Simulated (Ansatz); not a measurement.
Consider NH$_{4}$···HCN (charge +1).

The calculation's input:

```
crystal:
  periodic: [false, false, false]
  atoms:
    - {symbol: N, position_ang: [0.098368, -0.060168, -1.454393]}
    - {symbol: H, position_ang: [1.025424, 0.244500, -1.751985]}
    - {symbol: H, position_ang: [-0.603735, 0.549045, -1.874782]}
    - {symbol: H, position_ang: [0.026672, -0.016374, -0.394581]}
    - {symbol: H, position_ang: [-0.056455, -1.016881, -1.773058]}
    - {symbol: C, position_ang: [-0.164975, 0.100853, 2.438694]}
    - {symbol: N, position_ang: [-0.088033, 0.053762, 1.301227]}
    - {symbol: H, position_ang: [-0.237365, 0.145164, 3.508877]}
basis:
  gaussian: {orbitals: "def2-TZVPPD.json"}
total_charge: 1
hamiltonian: {xc: pbe0, dispersion: d4}
output: {orbitals: {seedname: orbitals}}
```

Command:

```sh
ansatz run in.yaml --threads 2 --pin off --events-out ev --progress --plain --max-ram 5222MiB
```

Geometry: PBE0-D4/def2-TZVP.

Method: RKS PBE0-D4/def2-TZVPPD in Ansatz 0.2.0.

Question: Predict the electron density and electron localisation function between the atoms.

Answer: N7···H4 (1.70 Å): the density falls to about 0.34 e/Å³ on the way; the ELF dips to about 0.25 between them: by its geometry a hydrogen bond between the two molecules, with no shared pair.
C–N (1.14 Å): ρ at the midpoint is about 3.8 e/Å³; the ELF peaks at about 0.85 between the atoms (a short, multiple covalent bond).
N–H (1.02 Å): ρ is about 3 e/Å³ halfway; the ELF climbs to about 1 towards the hydrogen, as it does in any bond to H; an ordinary covalent bond to hydrogen.
C–H (1.07 Å): ρ is about 2.2 e/Å³ halfway; the ELF climbs to about 1 towards the hydrogen: a covalent bond by its length.

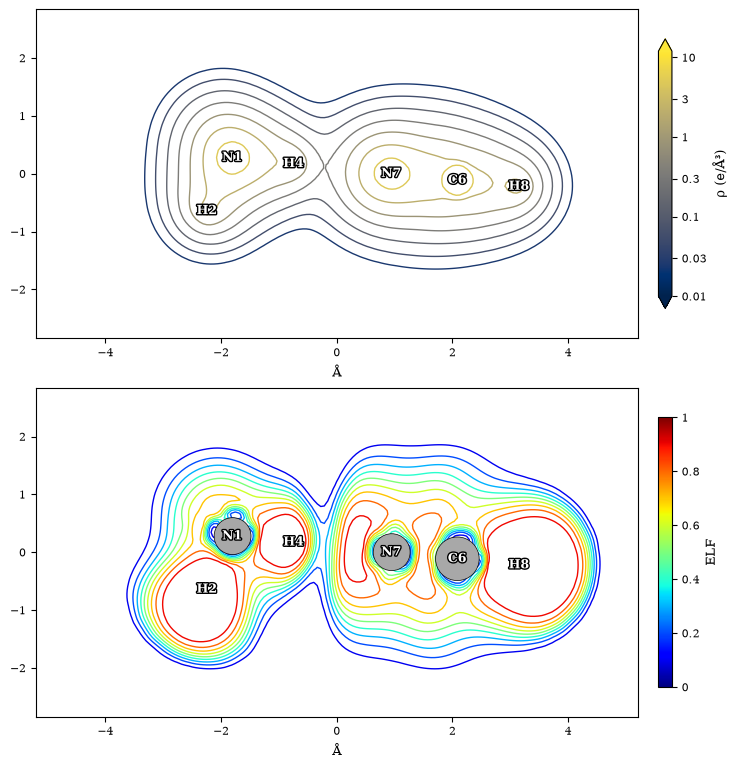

Computed electron density and electron localisation function on the plane of atoms H2, N1 and H4, in this order. Grey discs cover the atomic cores in the ELF map. 
